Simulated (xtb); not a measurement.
## Geometry relaxation, with input and output: C₄H₁₂O₄Zr (part 1 of 5)

- system: C₄H₁₂O₄Zr (Zr(OMe)4)
- method: GFN2-xTB (xtb 6.7.1 later snapshot)

The geometry comes from this level: GFN2-xTB.

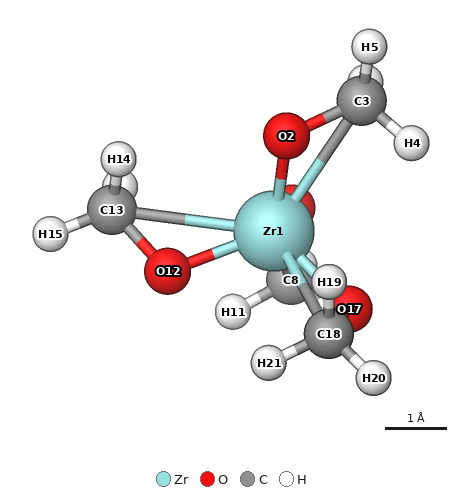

Figure 1. The starting structure (ball-and-stick view, seen at a tilt; atoms are numbered from 1 in the order of the input). Sticks mark near contacts.

The input (input.xyz):
```
21

Zr     0.002200    -0.006840     0.001580
O     -0.052790    -0.054750     1.896600
C      0.807460    -1.057080     2.369260
H      0.516510    -2.050340     1.966790
H      0.746190    -1.099040     3.467700
H      1.857730    -0.839610     2.087370
O      1.797450     0.152360    -0.587820
C      1.845350     0.038320    -1.985460
H      1.496060    -0.962490    -2.310730
H      2.884760     0.168430    -2.324190
H      1.221830     0.820680    -2.468260
O     -0.978940     1.487440    -0.631870
C     -0.522090     2.652470     0.002130
H     -0.691490     2.597200     1.096860
H     -1.075730     3.519400    -0.389920
H      0.559330     2.812640    -0.195040
O     -0.758620    -1.606950    -0.674340
C     -2.131370    -1.631550    -0.386610
H     -2.307690    -1.577540     0.708990
H     -2.562900    -2.573550    -0.758560
H     -2.653270    -0.789200    -0.884490
```

Launch command:
```bash
xtb --chrg 0 -o vtight --gfn 2 --parallel 1 -- input.xyz | tee run.log
```

Log:
```
* xtb version 6.7.1
   ID    Z sym.   atoms
    1   40 Zr     1
    2    8 O      2, 7, 12, 17
    3    6 C      3, 8, 13, 18
    4    1 H      4-6, 9-11, 14-16, 19-21

           -------------------------------------------------
          |                Calculation Setup                |
           -------------------------------------------------

          program call               : xtb --chrg 0 -o vtight --gfn 2 --parallel 1 -- input.xyz
          coordinate file            : input.xyz
          omp threads                :                     1

           -------------------------------------------------
          |                 G F N 2 - x T B                 |
           -------------------------------------------------

      * Hamiltonian:
        H0-scaling (s, p, d)           1.850000    2.230000    2.230000
        zeta-weighting                 0.500000
      * Dispersion:
        s8                             2.700000
        a1                             0.520000
        a2                             5.000000
        s9                             5.000000
      * Repulsion:
        kExp                           1.500000    1.000000
        rExp                           1.000000
      * Coulomb:
        alpha                          2.000000
        third order                    shell-resolved
        anisotropic                    true
        a3                             3.000000
        a5                             4.000000
        cn-shift                       1.200000
        cn-exp                         4.000000
        max-rad                        5.000000

          ...................................................
          :                      SETUP                      :
          :.................................................:
          :  # basis functions                  54          :
          :  # atomic orbitals                  53          :
          :  # shells                           31          :
          :  # electrons                        56          :
          :  max. iterations                   250          :
          :  Hamiltonian                  GFN2-xTB          :
          :  restarted?                      false          :
          :  GBSA solvation                  false          :
          :  PC potential                    false          :
          :  electronic temp.          300.0000000     K    :
          :  accuracy                    1.0000000          :
          :  -> integral cutoff          0.2500000E+02      :
          :  -> integral neglect         0.1000000E-07      :
          :  -> SCF convergence          0.1000000E-05 Eh   :
          :  -> wf. convergence          0.1000000E-03 e    :
          :  Broyden damping             0.4000000          :
          :  net charge                          0          :
          :  unpaired electrons                  0          :
          ...................................................

 iter      E             dE          RMSdq      gap      omega  full diag
   1    -32.7172943 -0.327173E+02  0.608E+00    2.69       0.0  T
   2    -32.9460660 -0.228772E+00  0.326E+00    4.69       1.0  T
   3    -32.9544233 -0.835730E-02  0.160E+00    4.23       1.0  T
   4    -32.9551067 -0.683337E-03  0.291E-01    4.18       1.0  T
   5    -32.9553685 -0.261880E-03  0.137E-01    4.35       1.0  T
   6    -32.9554564 -0.878512E-04  0.650E-02    4.33       1.0  T
   7    -32.9555063 -0.498752E-04  0.227E-02    4.28       1.0  T
   8    -32.9555108 -0.456053E-05  0.219E-03    4.29      10.0  T
   9    -32.9555108 -0.108304E-08  0.768E-04    4.29      28.4  T
  10    -32.9555108 -0.605397E-08  0.196E-04    4.29     111.2  T

   *** convergence criteria satisfied after 10 iterations ***

         #    Occupation            Energy/Eh            Energy/eV
      -------------------------------------------------------------
         1        2.0000           -0.7333123             -19.9544
       ...           ...                  ...                  ...
        22        2.0000           -0.3975593             -10.8181
        23        2.0000           -0.3948816             -10.7453
        24        2.0000           -0.3947594             -10.7419
        25        2.0000           -0.3890741             -10.5872
        26        2.0000           -0.3885485             -10.5729
        27        2.0000           -0.3884169             -10.5694
        28        2.0000           -0.3868646             -10.5271 (HOMO)
        29                         -0.2292995              -6.2396 (LUMO)
        30                         -0.2185462              -5.9469
        31                         -0.1700520              -4.6274
        32                         -0.1700071              -4.6261
        33                         -0.1638968              -4.4599
       ...                                ...                  ...
        53                          1.3818110              37.6010
      -------------------------------------------------------------
                  HL-Gap            0.1575651 Eh            4.2876 eV
             Fermi-level           -0.3080820 Eh           -8.3833 eV

 SCC (total)                   0 d,  0 h,  0 min,  0.019 sec
 SCC setup                      ...        0 min,  0.000 sec (  0.720%)
 Dispersion                     ...        0 min,  0.000 sec (  0.683%)
 classical contributions        ...        0 min,  0.000 sec (  0.149%)
 integral evaluation            ...        0 min,  0.003 sec ( 13.218%)
 iterations                     ...        0 min,  0.010 sec ( 50.040%)
 molecular gradient             ...        0 min,  0.007 sec ( 34.172%)
 printout                       ...        0 min,  0.000 sec (  0.847%)

         :::::::::::::::::::::::::::::::::::::::::::::::::::::
         ::                     SUMMARY                     ::
         :::::::::::::::::::::::::::::::::::::::::::::::::::::
         :: total energy             -32.703261723364 Eh    ::
         :: gradient norm              0.000459201907 Eh/a0 ::
         :: HOMO-LUMO gap              4.287563759450 eV    ::
         ::.................................................::
         :: SCC energy               -32.955366206883 Eh    ::
         :: -> isotropic ES            0.155299995298 Eh    ::
         :: -> anisotropic ES          0.001291640287 Eh    ::
         :: -> anisotropic XC         -0.001213508473 Eh    ::
         :: -> dispersion             -0.013577084098 Eh    ::
         :: repulsion energy           0.252104483519 Eh    ::
         :: add. restraining           0.000000000000 Eh    ::
         :: total charge              -0.000000000000 e     ::
         :::::::::::::::::::::::::::::::::::::::::::::::::::::

      -----------------------------------------------------------
     |                   =====================                   |
     |                        A N C O P T                        |
     |                   =====================                   |
     |               Approximate Normal Coordinate               |
     |                Rational Function Optimizer                |
      -----------------------------------------------------------

          ...................................................
          :                      SETUP                      :
          :.................................................:
          :   optimization level         verytight          :
          :   max. optcycles                   420          :
          :   ANC micro-cycles                  20          :
          :   degrees of freedom                57          :
          :.................................................:
          :   RF solver                   davidson          :
          :   write xtbopt.log                true          :
          :   linear?                        false          :
          :   energy convergence         0.1000000E-06 Eh   :
          :   grad. convergence          0.2000000E-03 Eh/α :
          :   maximum RF displ.          1.0000000          :
          :   Hlow (freq-cutoff)         0.1000000E-01      :
          :   Hmax (freq-cutoff)         5.0000000          :
          :   S6 in model hess.         20.0000000          :
          ...................................................

generating ANC from exact Hessian ...
Using Lindh-Hessian (1995)
 Shifting diagonal of input Hessian by    9.2782788518576218E-003
 Lowest  eigenvalues of input Hessian
    0.000000    0.000000    0.000000    0.000000    0.000000    0.000000
    0.010000    0.010367    0.010732    0.010947    0.010959    0.012203
    0.012207    0.012309    0.012379    0.017391    0.018464    0.018493
 Highest eigenvalues
    1.080182    1.080266    1.398283    1.405005    1.405581    1.408697

........................................................................
.............................. CYCLE    1 ..............................
........................................................................

 iter      E             dE          RMSdq      gap      omega  full diag
   1    -32.9555108 -0.329555E+02  0.327E-05    4.29       0.0  T
   2    -32.9555108 -0.183320E-11  0.218E-05    4.29     999.6  T
   3    -32.9555108 -0.156319E-12  0.110E-05    4.29    1980.8  T
     SCC iter.                  ...        0 min,  0.003 sec
     gradient                   ...        0 min,  0.007 sec
 * total energy  :   -32.7032617 Eh     change       -0.2471054E-09 Eh
   gradient norm :     0.0004598 Eh/α   predicted     0.0000000E+00 (-100.00%)
   displ. norm   :     0.0125707 α      lambda       -0.1997919E-06
   maximum displ.:     0.0104089 α      in ANC's #1, #14, #5, ...

........................................................................
.............................. CYCLE    2 ..............................
........................................................................

 iter      E             dE          RMSdq      gap      omega  full diag
   1    -32.9555182 -0.329555E+02  0.729E-03    4.29       0.0  T
   2    -32.9555182 -0.490775E-08  0.487E-03    4.29       4.5  T
   3    -32.9555182 -0.101542E-08  0.471E-04    4.29      46.4  T
   4    -32.9555182 -0.154273E-09  0.272E-04    4.29      80.2  T
     SCC iter.                  ...        0 min,  0.004 sec
     gradient                   ...        0 min,  0.007 sec
 * total energy  :   -32.7032631 Eh     change       -0.1364520E-05 Eh
   gradient norm :     0.0001614 Eh/α   predicted    -0.5390356E-06 ( -60.50%)
   displ. norm   :     0.0259338 α      lambda       -0.1468097E-05
   maximum displ.:     0.0198946 α      in ANC's #1, #5, #2, ...

........................................................................
.............................. CYCLE    3 ..............................
........................................................................

 iter      E             dE          RMSdq      gap      omega  full diag
   1    -32.9555124 -0.329555E+02  0.150E-02    4.29       0.0  T
   2    -32.9555124 -0.122238E-07  0.983E-03    4.29       2.2  T
   3    -32.9555124 -0.314458E-08  0.789E-04    4.29      27.6  T
   4    -32.9555124 -0.396774E-09  0.427E-04    4.29      51.2  T
     SCC iter.                  ...        0 min,  0.003 sec
     gradient                   ...        0 min,  0.007 sec
 * total energy  :   -32.7032650 Eh     change       -0.1954592E-05 Eh
   gradient norm :     0.0002873 Eh/α   predicted    -0.7854240E-06 ( -59.82%)
   displ. norm   :     0.0326204 α      lambda       -0.1501029E-05
   maximum displ.:     0.0245319 α      in ANC's #1, #5, #2, ...

........................................................................
.............................. CYCLE    4 ..............................
........................................................................

 iter      E             dE          RMSdq      gap      omega  full diag
   1    -32.9555008 -0.329555E+02  0.205E-02    4.29       0.0  T
   2    -32.9555008 -0.123877E-07  0.132E-02    4.29       1.7  T
   3    -32.9555008 -0.461316E-08  0.872E-04    4.29      25.0  T
   4    -32.9555008 -0.362888E-09  0.464E-04    4.29      47.0  T
     SCC iter.                  ...        0 min,  0.003 sec
     gradient                   ...        0 min,  0.007 sec
 * total energy  :   -32.7032670 Eh     change       -0.1975826E-05 Eh
   gradient norm :     0.0004126 Eh/α   predicted    -0.7517916E-06 ( -61.95%)
   displ. norm   :     0.0343932 α      lambda       -0.1443552E-05
   maximum displ.:     0.0253992 α      in ANC's #1, #2, #5, ...

........................................................................
.............................. CYCLE    5 ..............................
........................................................................

 iter      E             dE          RMSdq      gap      omega  full diag
   1    -32.9555043 -0.329555E+02  0.230E-02    4.29       0.0  T
   2    -32.9555043 -0.113991E-07  0.147E-02    4.29       1.5  T
   3    -32.9555043 -0.516313E-08  0.892E-04    4.29      24.5  T
   4    -32.9555043 -0.346759E-09  0.543E-04    4.29      40.2  T
     SCC iter.                  ...        0 min,  0.003 sec
     gradient                   ...        0 min,  0.007 sec
 * total energy  :   -32.7032689 Eh     change       -0.1928973E-05 Eh
   gradient norm :     0.0003532 Eh/α   predicted    -0.7224885E-06 ( -62.55%)
   displ. norm   :     0.0342199 α      lambda       -0.1287356E-05
   maximum displ.:     0.0254120 α      in ANC's #1, #8, #2, ...

........................................................................
.............................. CYCLE    6 ..............................
........................................................................

 iter      E             dE          RMSdq      gap      omega  full diag
   1    -32.9555117 -0.329555E+02  0.245E-02    4.29       0.0  T
   2    -32.9555117 -0.117441E-07  0.155E-02    4.29       1.4  T
   3    -32.9555117 -0.526077E-08  0.937E-04    4.29      23.3  T
   4    -32.9555117 -0.379401E-09  0.607E-04    4.29      35.9  T
     SCC iter.                  ...        0 min,  0.003 sec
     gradient                   ...        0 min,  0.007 sec
 * total energy  :   -32.7032706 Eh     change       -0.1648093E-05 Eh
   gradient norm :     0.0001756 Eh/α   predicted    -0.6475538E-06 ( -60.71%)
   displ. norm   :     0.0276567 α      lambda       -0.7977020E-06
   maximum displ.:     0.0214415 α      in ANC's #1, #8, #2, ...

........................................................................
.............................. CYCLE    7 ..............................
........................................................................

 iter      E             dE          RMSdq      gap      omega  full diag
   1    -32.9555217 -0.329555E+02  0.198E-02    4.29       0.0  T
   2    -32.9555217 -0.703024E-08  0.126E-02    4.29       1.7  T
   3    -32.9555217 -0.321690E-08  0.761E-04    4.29      28.7  T
   4    -32.9555217 -0.215600E-09  0.472E-04    4.29      46.2  T
     SCC iter.                  ...        0 min,  0.003 sec
     gradient                   ...        0 min,  0.007 sec
 * total energy  :   -32.7032716 Eh     change       -0.1009879E-05 Eh
   gradient norm :     0.0000559 Eh/α   predicted    -0.4012840E-06 ( -60.26%)
   displ. norm   :     0.0159386 α      lambda       -0.3687310E-06
   maximum displ.:     0.0133863 α      in ANC's #1, #2, #8, ...
```
